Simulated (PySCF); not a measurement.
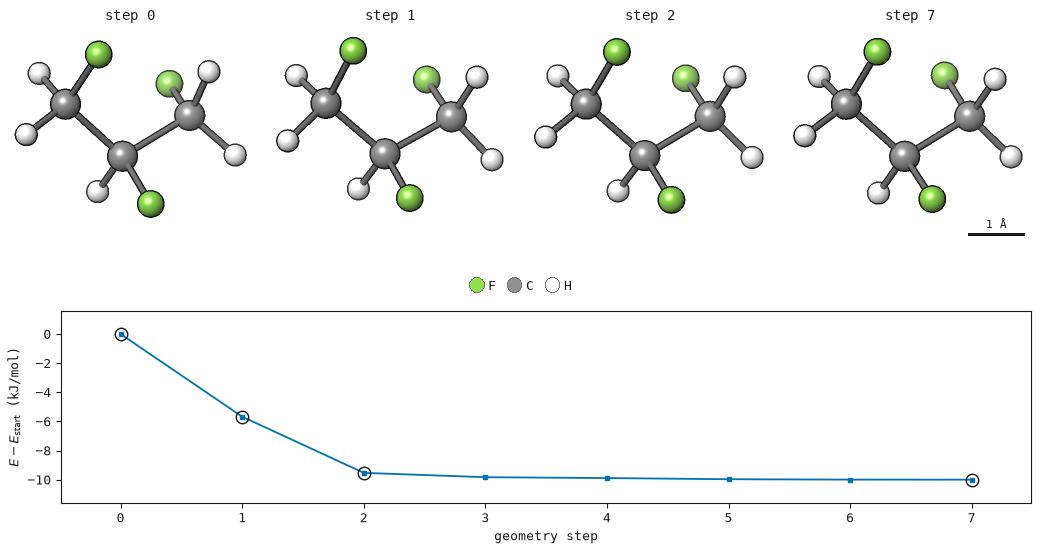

Frames of a relaxation of C3H5F3, marked on the history of the run. Style: ball-and-stick. Shown at a tilt.

The start comes from GFN2-xTB. Its atoms were then displaced at random by about 0.01 Å.

Theory: PBE0-D3(BJ)/def2-SVP geometry optimisation, gas phase (PySCF 2.14.0, density-fitted response routines). 

> What happens along the run?

Over 7 geometry steps the energy falls by 10.00 kJ/mol. An F atom moves most after the best rigid fit: 0.21 Å. By element the largest moves are F 0.21 Å, H 0.19 Å, C 0.05 Å. Near-neighbour distances that change, for instance: C–H 1.072 → 1.103 Å, C–C 1.545 → 1.516 Å, C–F 1.349 → 1.369 Å, C–C 1.512 → 1.506 Å. Among the angles between lasting bonds that change: F–C–H 105.4° → 108.6°, H–C–H 112.3° → 109.4°, C–C–H 110.6° → 108.1°. Cost: 26 s on 1 thread of Arm Neoverse V2 (shared host). From step 0 to 1: an H atom moves most (0.18 Å), energy −5.67 kJ/mol. From step 1 to 2: an F atom moves most (0.09 Å), energy −3.85 kJ/mol. From step 2 to 7: an F atom moves most (0.07 Å), energy −0.47 kJ/mol.

```json
{"step": "0", "E − E(0), kJ/mol": "0.00"}
{"step": "1", "E − E(0), kJ/mol": "-5.67"}
{"step": "2", "E − E(0), kJ/mol": "-9.53"}
{"step": "3", "E − E(0), kJ/mol": "-9.83"}
{"step": "4", "E − E(0), kJ/mol": "-9.89"}
{"step": "5", "E − E(0), kJ/mol": "-9.97"}
{"step": "6", "E − E(0), kJ/mol": "-9.99"}
{"step": "7", "E − E(0), kJ/mol": "-10.00"}
```
